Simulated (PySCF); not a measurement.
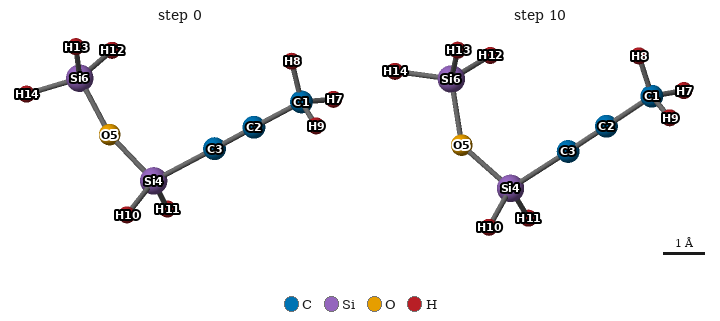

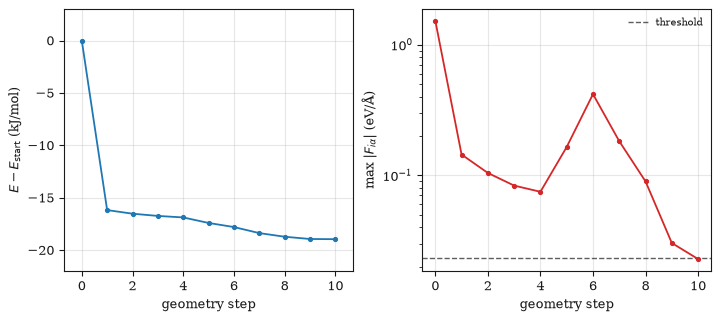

First and last geometry of a relaxation of C₃H₈OSi₂, with the history of the run. A ball-and-stick model, seen at a tilt.

The start comes from GFN2-xTB.

The calculation used PBE0-D3(BJ)/def2-SVP geometry optimisation, gas phase (PySCF 2.14.0, density-fitted response routines). 

What do the curves and the structures tell?

Answer. It converged. The largest move after the best rigid fit is that of H14, 0.61 Å. Largest moves by element: H 0.61 Å, O 0.33 Å, Si 0.32 Å, C 0.29 Å. Among the contacts that change: O5–Si6 1.613 → 1.660 Å, Si4–O5 1.624 → 1.659 Å, Si4–H10 1.463 → 1.488 Å, C3–Si4 1.846 → 1.827 Å. Among the angles between lasting bonds that change: Si4–O5–Si6 164.7° → 140.4°, H10–Si4–H11 114.5° → 109.9°, O5–Si4–H10 105.6° → 108.7°. After 10 geometry steps the energy has fallen by 19.0 kJ/mol. The largest force component goes from 1.5 to 0.023 eV/Å.
